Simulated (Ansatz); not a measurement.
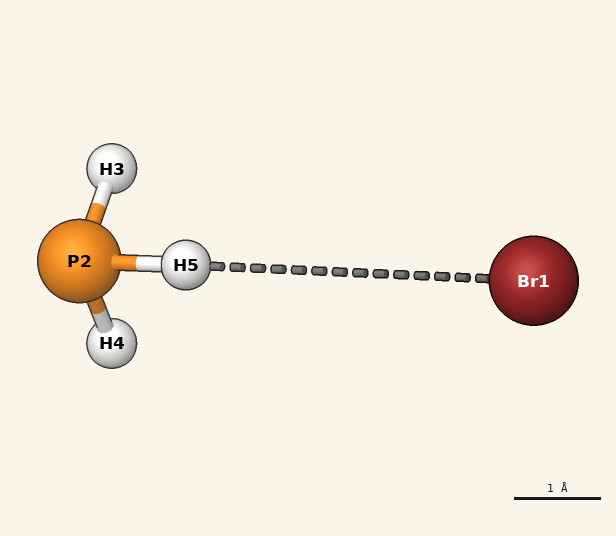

Two molecules or ions; the broken line marks their closest contact (measured against van der Waals radii). The species has charge −1 and is a spin singlet. Geometry: a pair of rigid molecules at a changed separation. Program: Ansatz 0.2.0.

### Which two species are they?

Br and PH3 (`P.[Br-]`).

### How long is the contact?

Br1···H5 is 4.97 Å.

Give the counterpoise-corrected interaction energy (kJ/mol, monomers kept as in the pair) with RHF-CCSD(T) (frozen core)/def2-TZVPPD; ωB97M-V/def2-TZVPPD.

```json
{"level": "RHF-CCSD(T) (frozen core)/def2-TZVPPD", "interaction energy (kJ/mol)": "−5.4"}
{"level": "ωB97M-V/def2-TZVPPD", "interaction energy (kJ/mol)": "−5.3"}
```
